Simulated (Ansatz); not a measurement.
# UBLYP/aug-cc-pVDZ run of SiCNF2 (SMILES N#C[Si](F)F)

What is the vertical ionisation energy of SiCNF2 at UBLYP/aug-cc-pVDZ? 

The calculation is run with Ansatz 0.2.0.

36 further runs of the same task are left out: 36 set aside as unsound or not needed.

### 1 Starting point

The species is SiCNF2 (5 atoms), meant as a doublet with charge 0. As SMILES, `N#C[Si](F)F`. The shape is that of a PBE0-D4/def2-TZVP optimisation.

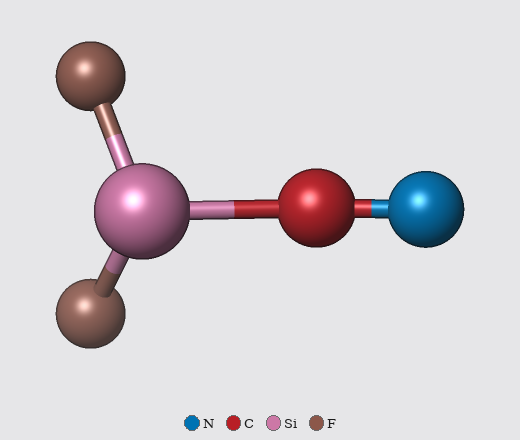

Viewed from a chosen angle; nitrogen blue, carbon red, silicon pink, fluorine brown.

### 2 A single-point energy at UBLYP/aug-cc-pVDZ

molecule.yaml

```yaml
crystal:
  periodic: [false, false, false]
  atoms:
    - {symbol: N, position_ang: [1.426100, -1.103800, 1.364300]}
    - {symbol: C, position_ang: [0.743000, -0.566400, 0.607500]}
    - {symbol: Si, position_ang: [-0.192800, 0.214100, -0.773500]}
    - {symbol: F, position_ang: [-1.655600, -0.382400, -0.757500]}
    - {symbol: F, position_ang: [-0.270900, 1.764900, -0.482300]}
basis:
  gaussian:
    orbitals: aug-cc-pVDZ
accuracy: high
hamiltonian:
  xc: {name: BLYP}
output:
  orbitals: {seedname: orbitals}
magnetization:
  spin_polarized: true
  initial_magnetization: 1
```

Started as:

```bash
ansatz run molecule.yaml --threads 1 --pin off --max-ram 3480MiB --events-out events.jsonl --progress --plain --runs-dir runs
```

What it wrote:

```text
Warning: RAYON_NUM_THREADS=1 ignored (pool sized by the plan → 1); use --threads N
Functional definition: BLYP
  name "BLYP"
  parameter beta = 0.0042
  parameter a = 0.04918
  parameter b = 0.132
  parameter c = 0.2533
  parameter d = 0.349
  exchange = b88_x(beta = beta)
  correlation = lyp_c(a = a, b = b, c = c, d = d)
2327 factors; integrals over basis functions are off by at most 3.1e-9 eV
mean field evaluation 1: about -15826.3994 eV, gradient 5.3e1 eV
mean field evaluation 2: about -15671.4914 eV, gradient 1.4e2 eV
mean field evaluation 4: about -15837.1143 eV, gradient 2.4e1 eV
mean field evaluation 8: about -15839.3594 eV, gradient 8.9e-2 eV
mean field evaluation 16: about -15839.3596 eV, gradient 1.2e-4 eV
mean field -15839.35958393 eV, -582.0857284059 hartree, gradient 5.6e-8 eV, S^2 0.751140; 0 other end points of the search recorded, 0 dependent functions left out
reference -15839.35963918 eV, -582.0857304363 hartree; 23, 22 occupied and 96, 97 virtual orbitals, 2327 factors
Total energy: -15839.35963918 eV, -582.0857304363 hartree
```

It took 5.4 s on 1 thread of AMD EPYC 9R45 (Zen 5), shared host; peak memory 0.42 GiB.

### 3 The singlet cation

molecule.yaml

```yaml
crystal:
  periodic: [false, false, false]
  atoms:
    - symbol: "N"
      position_ang: [1.426100, -1.103800, 1.364300]
    - symbol: C
      position_ang: [0.743000, -0.566400, 0.607500]
    - symbol: Si
      position_ang: [-0.192800, 0.214100, -0.773500]
    - symbol: F
      position_ang: [-1.655600, -0.382400, -0.757500]
    - symbol: F
      position_ang: [-0.270900, 1.764900, -0.482300]
basis:
  gaussian:
    orbitals: aug-cc-pVDZ
total_charge: 1
hamiltonian:
  xc: {name: BLYP}
accuracy: high
output:
  orbitals: {seedname: orbitals}
```

Started as:

```bash
ansatz run molecule.yaml --threads 1 --pin off --max-ram 3480MiB --events-out events.jsonl --progress --plain --runs-dir runs
```

What it wrote:

```text
Warning: RAYON_NUM_THREADS=1 ignored (pool sized by the plan → 1); use --threads N
Functional definition: BLYP
  name "BLYP"
  parameter beta = 0.0042
  parameter a = 0.04918
  parameter b = 0.132
  parameter c = 0.2533
  parameter d = 0.349
  exchange = b88_x(beta = beta)
  correlation = lyp_c(a = a, b = b, c = c, d = d)
2327 factors; integrals over basis functions are off by at most 3.1e-9 eV
mean field evaluation 1: about -15808.8453 eV, gradient 1.0e2 eV
mean field evaluation 2: about -15647.3744 eV, gradient 2.6e2 eV
mean field evaluation 4: about -15827.7657 eV, gradient 2.7e1 eV
mean field evaluation 8: about -15829.2593 eV, gradient 6.7e-1 eV
mean field evaluation 16: about -15829.2602 eV, gradient 1.3e-3 eV
mean field -15829.26024663 eV, -581.7145846056 hartree, gradient 5.0e-8 eV, S^2 0.000000; 0 other end points of the search recorded, 0 dependent functions left out
reference -15829.26030983 eV, -581.7145869283 hartree; 22, 22 occupied and 97, 97 virtual orbitals, 2327 factors
Total energy: -15829.26030983 eV, -581.7145869283 hartree
```

Wall time 3.6 s (1 thread of AMD EPYC 9R45 (Zen 5), shared host); peak memory 0.36 GiB.

### 4 What came out

At UBLYP/aug-cc-pVDZ:

| quantity | value |
| --- | --- |
| doublet SiCNF2: total energy | -582.08573 Eh |
| doublet SiCNF2: HOMO energy (highest over α and β) | -6.58 eV |
| doublet SiCNF2: LUMO energy (lowest over α and β) | -4.93 eV |
| doublet SiCNF2: ⟨S²⟩ | 0.751 |
| singlet cation: total energy | -581.71459 Eh |
| singlet cation: HOMO energy | -15.22 eV |
| singlet cation: LUMO energy | -13.41 eV |
| singlet cation: HOMO–LUMO gap | 1.81 eV |
| vertical ionisation energy (to the singlet cation) | 10.099 eV |

What this shows: The vertical ionisation energy comes to 10.10 eV (233 kcal/mol). Only the singlet of the ionised species was computed; a triplet could lie lower.
